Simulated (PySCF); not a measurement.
## Electronic structure of H$_{8}$HfN$_{4}$ (Hf(NH2)4) in real space

```tsv
atom	x (Å)	y (Å)	z (Å)
Hf	0.0000	0.0000	0.0000
N	1.2037	1.2221	1.1224
H	2.0513	0.9044	1.5896
H	1.1211	2.2238	1.2762
N	-1.2037	-1.1224	1.2221
H	-1.1211	-1.2762	2.2238
H	-2.0513	-1.5895	0.9043
N	1.2037	-1.2221	-1.1224
H	1.1211	-2.2238	-1.2762
H	2.0513	-0.9044	-1.5896
N	-1.2037	1.1224	-1.2221
H	-2.0513	1.5895	-0.9043
H	-1.1211	1.2762	-2.2238
```

Core potentials replace the inner electrons of Hf.

Computed with PySCF, RKS PBE0, Hf def2-SVP with ECP60, N def2-SVP, H def2-SVP; non-relativistic Hamiltonian with scalar-relativistic core potentials where named; density fitting.

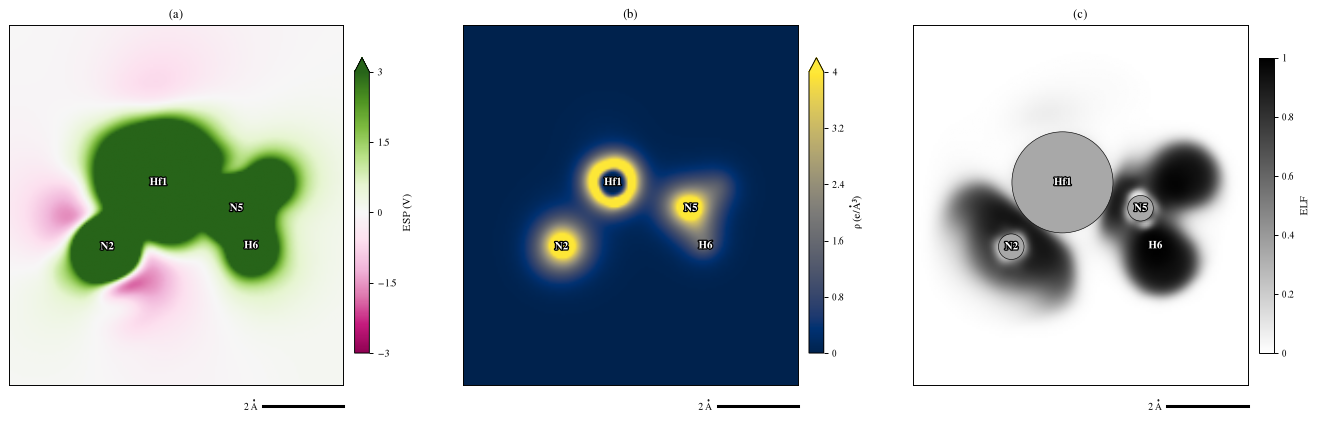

Figure 1. (a) molecular electrostatic potential; (b) electron density; (c) electron localisation function on the plane of atoms N2, Hf1 and N5. Grey discs cover the atomic cores in the ELF map.

What do the fields say about this system?

Answer.
- The section cuts through Hf, N and H sites.
- Hf–N (2.05 Å): the density is about 0.77 e/Å³ at the midpoint; the ELF peaks at about 0.90 in the valence shell of N, 0.6 Å from its nucleus, and is about 0.25 at the midpoint.
- N–H (1.02 Å): ρ is about 2.8 e/Å³ halfway; the ELF climbs to about 1 towards the hydrogen, as it does in any bond to H.
- Outside the dense part of the molecule the potential is most negative (−1.9 V) near N2 and N5.

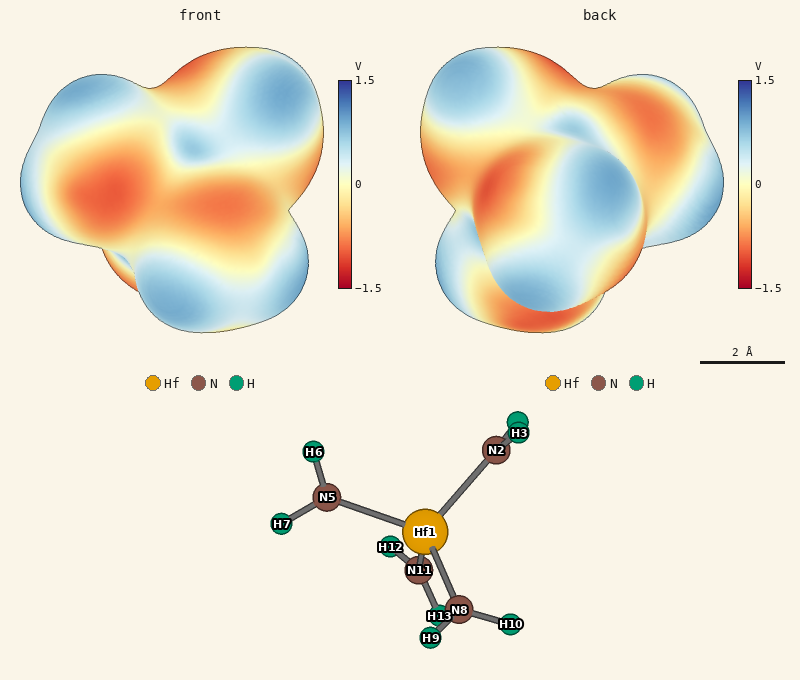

Figure 2. The electrostatic potential painted on the density surface at 0.001 e/bohr³, seen from the front and from behind; the colour scale runs from red (negative) to blue (positive). The bare structure is drawn below in the same view.

Which sites attract a positive test charge, and which a negative one?

Answer. A positive charge is drawn to the negative regions and a negative charge to the positive ones. The most negative region (about −1.0 V) lies over N2, N5, N8 and N11, the most positive (about +0.9 V) over the H atoms.

What dipole moment does the calculation give?

Answer. Its dipole moment is zero.
